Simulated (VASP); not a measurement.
Band structure of ZrS2 (1T layered). Method: optB86b-vdW, VASP's PBE PAW potentials (set 64) (plane waves; VASP).

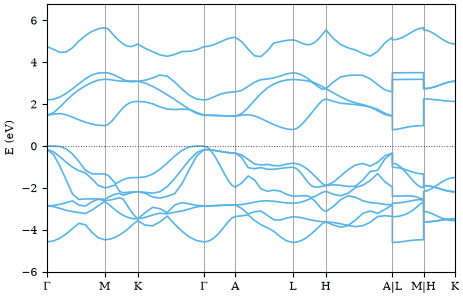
Fig. 1. Bands along high-symmetry lines, zero at the valence-band maximum or, without a gap, the Fermi level

**Question.** Read the plot: is there a gap, and where are the band edges?

**Answer.** The gap is indirect, 0.78 eV, from the valence maximum at K-Γ at 0.89 to the conduction minimum at L. (Edges off the drawn lines would not show.)

Measured: gap 1.70 eV (computed value off by -0.92 eV), as given by Miłosz Rybak et al., Nanomaterials (2022), arXiv:2210.12074.

The compound is ZrS2 in the 1T layered structure. It was relaxed first.
